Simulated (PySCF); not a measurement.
C6H12BO2, SMILES CC1(C(C)(C)O[B]O1)C, doublet, GFN2-xTB optimised geometry. Atoms within 1.6 Å of the plane z = 0.6 Å (x, y, z in Å): C2 (-1.05, 0.17, -0.14), C3 (-1.31, 1.32, 0.83), O4 (-2.12, -0.80, 0.00), B5 (-1.58, -2.03, 0.00), O6 (-0.23, -2.03, 0.00), C7 (0.24, -0.67, 0.14), C8 (0.75, -0.53, 1.58), C9 (1.39, -0.44, -0.83), H13 (-1.43, 0.96, 1.84), H14 (-2.22, 1.83, 0.54), H15 (-0.48, 2.03, 0.79), H16 (1.54, -1.26, 1.74), H17 (1.14, 0.46, 1.76), H20 (1.71, 0.60, -0.79), H21 (2.22, -1.08, -0.54).

Level of theory: unrestricted CAM-B3LYP/def2-SVP (PySCF). Cells within 0.4 Å of a nucleus heavier than hydrogen are left out (blank, or x).

Map of the spin density (e/bohr³) on the plane z = 0.6 Å:

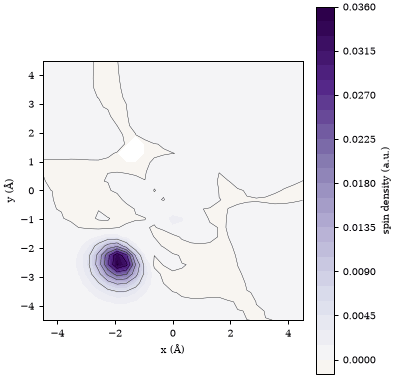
Figure: Spin density (e/bohr³) on the plane z = 0.6 Å.
